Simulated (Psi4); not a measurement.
# doublet [C2H4F2]+: levels of theory compared

Aim: a comparison of 3 runs (UB3LYP/6-311+G**, UM06-L/6-311+G**, UPBE0/6-311+G**) of doublet [C2H4F2]+. 

The calculation is run with Psi4 1.11.

1 further run of the same task is left out (set aside as unsound or not needed).

## 1. The structure to begin with

The species is [C2H4F2]+ (8 atoms), meant as a doublet with charge +1. As SMILES of the parent species, `CC(F)F`. Geometry: relaxed at PBE0-D4/def2-TZVP. That shape belongs to the parent species and isn't relaxed for this state.

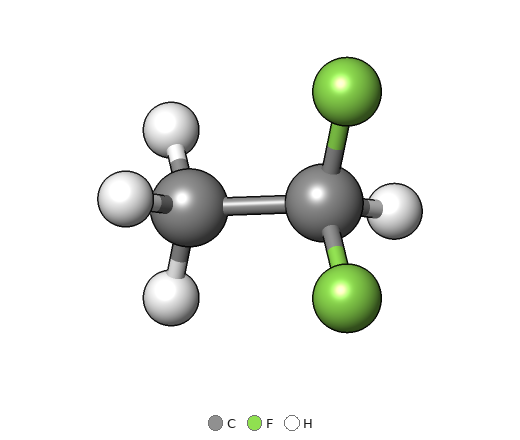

The structure, seen from a chosen angle (carbon grey, fluorine green, hydrogen white).

## 2. Energy and gradient at UB3LYP/6-311+G(d,p) (run 1)

File c2h4f2.xyz:

```xyz
8
C2H4F2
C      0.003300     0.777600     0.023300
C     -0.052000    -0.718200    -0.008200
F      0.925500    -1.243400     0.779100
F      0.168200    -1.172100    -1.271900
H      0.981400     1.111900    -0.325400
H     -0.157200     1.132800     1.041800
H     -0.771000     1.190600    -0.624000
H     -1.006100    -1.136400     0.329500
```

File run.py:

```python
import psi4

psi4.set_memory(1600000000)
psi4.set_num_threads(1)
psi4.set_output_file('psi4.out', False)

with open('c2h4f2.xyz') as f:
    atoms = ''.join(f.readlines()[2:])
molecule = psi4.geometry('1 2\n' + atoms + 'symmetry c1\nno_reorient\nno_com')

psi4.set_options({
    'reference': 'uks',
    'puream': True,
    'e_convergence': 1e-09,
    'd_convergence': 1e-08,
    'scf_type': 'pk',
    'dft_radial_points': 99,
    'dft_spherical_points': 590,
    'maxiter': 200,
})

e = psi4.gradient('b3lyp/6-311+G**', molecule=molecule)
print('gradient / Eh bohr^-1')
print(e.np.round(6))
for k, v in sorted(psi4.core.scalar_variables().items()):
    print(f'{k:45s} {v:18.10f}')
```

The run is started by

```
$ python run.py
```

psi4.out:

```text
[...]
  Running in c1 symmetry.
[...]
  Nuclear repulsion =  132.710581920423635
[...]
  Multiplicity = 2
[...]
  Nalpha       = 17
  Nbeta        = 16
[...]
    Number of basis functions: 112
[...]
   @UKS iter   1:  -277.74623240783791    1.73844e-01   5.74915e-03 DIIS/ADIIS
[...]
   @UKS iter  16:  -277.94627135424963   -7.61702e-12   7.64198e-09 DIIS
[...]
   @S^2 Observed:                7.528703280E-01
[...]
    Orbital Energies [Eh]
    ---------------------
    Alpha Occupied:
       1A    -25.021229     2A    -25.021224     3A    -10.667481
       4A    -10.468509     5A     -1.580014     6A     -1.520728
       7A     -1.088452     8A     -0.958446     9A     -0.876861
      10A     -0.860580    11A     -0.812476    12A     -0.760163
      13A     -0.727839    14A     -0.716589    15A     -0.677957
      16A     -0.672771    17A     -0.671267
    Alpha Virtual:
      18A     -0.191055    19A     -0.184235    20A     -0.162925
      21A     -0.149681    22A     -0.120823    23A     -0.117860
      24A     -0.097123    25A     -0.065809    26A     -0.062827
[...]
  @UKS Final Energy:  -277.94627135424963
   => Energetics <=
    Nuclear Repulsion Energy =            132.7105819204236354
    One-Electron Energy =                -636.9472073244060084
    Two-Electron Energy =                 252.8859726236876213
    DFT Exchange-Correlation Energy =     -26.5956185739548623
    Empirical Dispersion Energy =           0.0000000000000000
    VV10 Nonlocal Energy =                  0.0000000000000000
    Total Energy =                       -277.9462713542496317
[...]
 Multipole Moments:
 ------------------------------------------------------------------------------------
     Multipole            Electronic (a.u.)      Nuclear  (a.u.)        Total (a.u.)
 ------------------------------------------------------------------------------------
 L = 1.  Multiply by 2.5417464519 to convert [e a0] to [Debye]
 Dipole X            :        -16.6801589           16.2482432           -0.4319157
 Dipole Y            :         35.8990080          -36.0639113           -0.1649034
 Dipole Z            :          7.5619672           -7.4128287            0.1491385
 Magnitude           :                                                    0.4857845
[...]
  -Total Gradient:
     Atom            X                  Y                   Z
    ------   -----------------  -----------------  -----------------
       1        0.016571040186    -0.065906518402    -0.008457559286
       2       -0.079797186289     0.066576967559     0.031807910099
       3        0.026815839160    -0.010905235113     0.011034919775
       4        0.012975057691    -0.009610271969    -0.026473009589
       5       -0.007357714814     0.010337397304     0.003079835247
       6        0.001916149906     0.005163432212    -0.002774570072
       7        0.003405358070     0.005012230803     0.001207371177
       8        0.025452520920    -0.000661844970    -0.009417689513
[...]
```

The script printed:

```text
gradient / Eh bohr^-1
[[ 0.016571 -0.065907 -0.008458]
 [-0.079797  0.066577  0.031808]
 [ 0.026816 -0.010905  0.011035]
 [ 0.012975 -0.00961  -0.026473]
 [-0.007358  0.010337  0.00308 ]
 [ 0.001916  0.005163 -0.002775]
 [ 0.003405  0.005012  0.001207]
 [ 0.025453 -0.000662 -0.009418]]
CURRENT ENERGY                                   -277.9462713542
CURRENT REFERENCE ENERGY                         -277.9462713542
DD SOLVATION ENERGY                                 0.0000000000
DFT FUNCTIONAL TOTAL ENERGY                      -277.9462713542
DFT TOTAL ENERGY                                 -277.9462713542
DFT VV10 ENERGY                                     0.0000000000
DFT XC ENERGY                                     -26.5956185740
GRID ELECTRONS ALPHA                               16.9999997852
GRID ELECTRONS BETA                                15.9999999707
GRID ELECTRONS TOTAL                               32.9999997559
NUCLEAR REPULSION ENERGY                          132.7105819204
ONE-ELECTRON ENERGY                              -636.9472073244
PCM POLARIZATION ENERGY                             0.0000000000
PE ENERGY                                           0.0000000000
SCF ITERATION ENERGY                             -277.9462713542
SCF ITERATIONS                                     16.0000000000
SCF TOTAL ENERGY                                 -277.9462713542
TWO-ELECTRON ENERGY                               252.8859726237
XC GRID RADIAL POINTS                              99.0000000000
XC GRID SPHERICAL POINTS                          590.0000000000
XC GRID TOTAL POINTS                           446783.0000000000
```

Wall time 52 s (1 thread of Intel Xeon Platinum 8488C (Sapphire Rapids), shared host); peak memory 0.66 GiB.

## 3. Energy and forces at UM06-L/6-311+G(d,p) (run 2)

File calc.inp:

```
memory 1600 MB

molecule mol {
  1 2
  C
  C 1 r2
  F 2 r3 1 a3
  F 2 r4 3 a4 1 d4
  H 1 r5 2 a5 3 d5
  H 1 r6 5 a6 2 d6
  H 1 r7 6 a7 5 d7
  H 2 r8 3 a8 4 d8

  r2 = 1.497153
  r3 = 1.360582
  a3 = 110.30092
  r4 = 1.36068
  a4 = 107.00015
  d4 = 119.98769
  r5 = 1.090884
  a5 = 109.42449
  d5 = 58.94409
  r6 = 1.090536
  a6 = 109.31004
  d6 = 120.3418
  r7 = 1.090462
  a7 = 109.05813
  d7 = -119.46849
  r8 = 1.095098
  a8 = 107.46292
  d8 = 115.15348
  symmetry c1
  no_reorient
  no_com
}

set basis 6-311+G**
set reference uks
set puream true
set e_convergence 1e-09
set d_convergence 1e-08
set scf_type pk
set dft_radial_points 99
set dft_spherical_points 590
set maxiter 200

e = gradient("m06-l")
print_variables()
```

The run is started by

```
$ psi4 calc.inp calc.out -n 1
```

calc.out (excerpt; [...] marks lines left out):

```text
[...]
  Running in c1 symmetry.
[...]
  Nuclear repulsion =  132.710588989143417
[...]
  Multiplicity = 2
[...]
  Nalpha       = 17
  Nbeta        = 16
[...]
    Number of basis functions: 112
[...]
   @UKS iter   1:  -277.68779131409303    1.48852e-01   5.80616e-03 DIIS/ADIIS
[...]
   @UKS iter  15:  -277.90934387727185   -1.25056e-12   4.34462e-09 DIIS
[...]
   @S^2 Observed:                7.523704886E-01
[...]
  @UKS Final Energy:  -277.90934387727185
   => Energetics <=
    Nuclear Repulsion Energy =            132.7105889891434174
    One-Electron Energy =                -636.9143507943729219
    Two-Electron Energy =                 259.1615927891328397
    DFT Exchange-Correlation Energy =     -32.8671748611751440
    Empirical Dispersion Energy =           0.0000000000000000
    VV10 Nonlocal Energy =                  0.0000000000000000
    Total Energy =                       -277.9093438772718514
[...]
 Multipole Moments:
 ------------------------------------------------------------------------------------
     Multipole            Electronic (a.u.)      Nuclear  (a.u.)        Total (a.u.)
 ------------------------------------------------------------------------------------
 L = 1.  Multiply by 2.5417464519 to convert [e a0] to [Debye]
 Dipole X            :         -1.5556957            2.4446374            0.8889417
 Dipole Y            :         -0.9349149            1.4691271            0.5342122
 Dipole Z            :          4.5828400           -5.5703105           -0.9874705
 Magnitude           :                                                    1.4320258
[...]
  -Total Gradient:
     Atom            X                  Y                   Z
    ------   -----------------  -----------------  -----------------
       1       -0.017345955304    -0.010372300885     0.052348927104
       2        0.073897871503     0.044388977373    -0.051118979396
       3       -0.008375803278    -0.029069941345     0.009451221683
       4       -0.029622866680     0.006261626825     0.009456476230
       5        0.006739632573     0.004047593722    -0.009807059050
       6       -0.002588229766    -0.000063944436    -0.004748979423
       7       -0.001266110567    -0.002301382682    -0.004736779644
       8       -0.021480379402    -0.012916064698    -0.000859510933
[...]
```

It took 87 s on 1 thread of Intel Xeon Platinum 8488C (Sapphire Rapids), shared host; peak memory 0.66 GiB.

## 4. A single-point energy at UPBE0/6-311+G(d,p) (run 3)

File c2h4f2.py:

```python
import psi4

psi4.set_memory(1600000000)
psi4.set_num_threads(1)
psi4.set_output_file('psi4.out', False)

geom = psi4.geometry("""
1 2
C
C 1 1.497153
F 2 1.360582 1 110.30092
F 2 1.36068 3 107.00015 1 119.98769
H 1 1.090884 2 109.42449 3 58.94409
H 1 1.090536 5 109.31004 2 120.3418
H 1 1.090462 6 109.05813 5 -119.46849
H 2 1.095098 3 107.46292 4 115.15348
symmetry c1
no_reorient
no_com
""")

options = {'basis': '6-311+G**', 'reference': 'uks', 'puream': True, 'e_convergence': 1e-09, 'd_convergence': 1e-08, 'scf_type': 'pk', 'dft_radial_points': 99, 'dft_spherical_points': 590, 'maxiter': 200}
psi4.set_options(options)

E = psi4.energy('pbe0')
print(f'pbe0 energy: {E:.10f} Eh')
```

The run is started by

```
$ python c2h4f2.py
```

psi4.out:

```text
[...]
  Running in c1 symmetry.
[...]
  Nuclear repulsion =  132.710588989143417
[...]
  Multiplicity = 2
[...]
  Nalpha       = 17
  Nbeta        = 16
[...]
    Number of basis functions: 112
[...]
   @UKS iter   1:  -277.49098289232228    1.39764e-01   5.18688e-03 DIIS/ADIIS
[...]
   @UKS iter  16:  -277.65548471293312   -5.91172e-12   4.23076e-09 DIIS
[...]
   @S^2 Observed:                7.534350238E-01
[...]
    Orbital Energies [Eh]
    ---------------------
    Alpha Occupied:
       1A    -25.108574     2A    -25.108571     3A    -10.716181
       4A    -10.517314     5A     -1.609168     6A     -1.549194
       7A     -1.110184     8A     -0.976009     9A     -0.890891
      10A     -0.874418    11A     -0.826588    12A     -0.774057
      13A     -0.739210    14A     -0.728094    15A     -0.687586
      16A     -0.682059    17A     -0.680618
    Alpha Virtual:
      18A     -0.177785    19A     -0.171626    20A     -0.150171
      21A     -0.136457    22A     -0.108131    23A     -0.105449
      24A     -0.084848    25A     -0.053121    26A     -0.051241
[...]
  @UKS Final Energy:  -277.65548471293312
   => Energetics <=
    Nuclear Repulsion Energy =            132.7105889891434174
    One-Electron Energy =                -636.9068619018169102
    Two-Electron Energy =                 251.2621507188176508
    DFT Exchange-Correlation Energy =     -24.7213625190772319
    Empirical Dispersion Energy =           0.0000000000000000
    VV10 Nonlocal Energy =                  0.0000000000000000
    Total Energy =                       -277.6554847129331165
[...]
 Multipole Moments:
 ------------------------------------------------------------------------------------
     Multipole            Electronic (a.u.)      Nuclear  (a.u.)        Total (a.u.)
 ------------------------------------------------------------------------------------
 L = 1.  Multiply by 2.5417464519 to convert [e a0] to [Debye]
 Dipole X            :         -1.5076982            2.4446374            0.9369392
 Dipole Y            :         -0.9060544            1.4691271            0.5630727
 Dipole Z            :          4.5316662           -5.5703105           -1.0386443
 Magnitude           :                                                    1.5078753
[...]
```

The script printed:

```text
pbe0 energy: -277.6554847129 Eh
```

Wall time 42 s (1 thread of Intel Xeon Platinum 8488C (Sapphire Rapids), shared host); peak memory 0.65 GiB.

## 5. All runs side by side

| run | level | task | energy (Eh) | HOMO energy (eV) | LUMO energy (eV) | ⟨S²⟩ | wall time |
| --- | --- | --- | --- | --- | --- | --- | --- |
| 1 | UB3LYP/6-311+G** | gradient | -277.946271 | -18.06 | -15.30 | 0.753 | 52 s |
| 2 | UM06-L/6-311+G** | gradient | -277.909344 | -16.96 | -15.83 | 0.752 | 87 s |
| 3 | UPBE0/6-311+G** | energy | -277.655485 | -18.29 | -15.03 | 0.753 | 42 s |

## 6. What came out

```
                                 quantity          value
                      run 3: total energy  -277.65548 Eh
run 3: HOMO energy (highest over α and β)      -18.29 eV
 run 3: LUMO energy (lowest over α and β)      -15.03 eV
                              run 3: ⟨S²⟩          0.753
```

**Reading.** Totals of different functionals can't be ranked against each other. All runs together took 3 min, the longest 87 s.
